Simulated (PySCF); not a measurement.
## Electronic structure of HF (charge −1, doublet) in real space

```csv
atom,x (Å),y (Å),z (Å)
H,0.0000,0.0000,-0.9002
F,0.0000,0.0000,0.0478
```

Theory: PBE0/aug-cc-pVDZ(-PP), non-relativistic Hamiltonian with scalar-relativistic core potentials where named, at a bond length of 0.948 Å (PySCF 2.14.0).

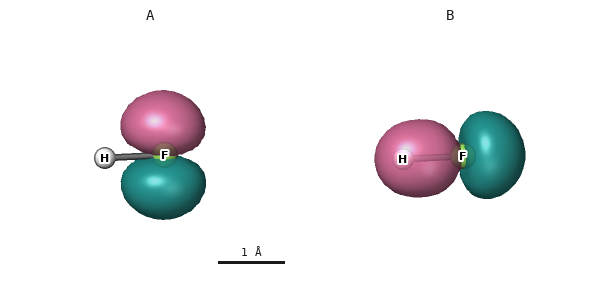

Figure 1. Two frontier β-spin orbitals, each drawn at the value that holds 80 % of its norm (teal and pink are the two phases), in no order; of a degenerate pair one member is drawn.

Question: Name the orbitals and rank them from lowest to highest energy.

Answer: Orbital B: σ, occupied in this spin, −9.90 eV; mainly on F (80 %).
Orbital A: π, occupied in this spin, −6.35 eV; mainly on F (95 %).

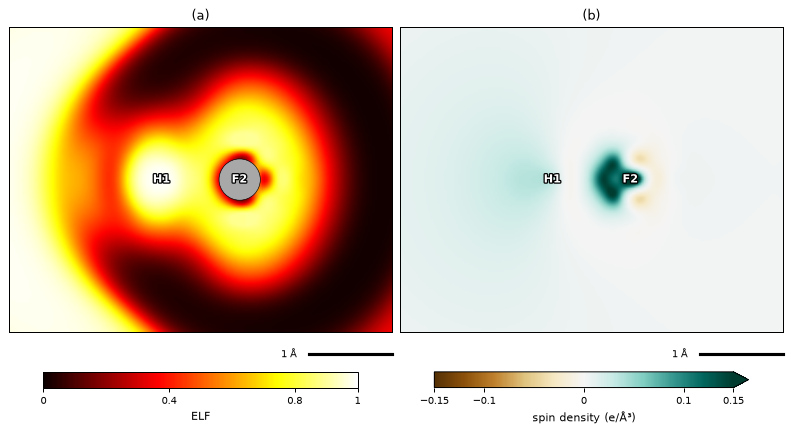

Figure 2. (a) electron localisation function; (b) spin density on a plane that holds the molecular axis. Grey discs cover the atomic cores in the ELF map.

Question: Interpret the plot.

Answer: The section cuts through H and F sites.
F–H (0.95 Å): the ELF climbs to about 1 towards the hydrogen, as it does in any bond to H: a covalent bond by its length.
The ELF also peaks beside F2, away from the bonds: non-bonding electrons, paired or unpaired.
The unpaired spin (1 electron) lies mostly on H1 (about 0.9) and F2 (about 0.1), in electrons by Hirshfeld's partition.
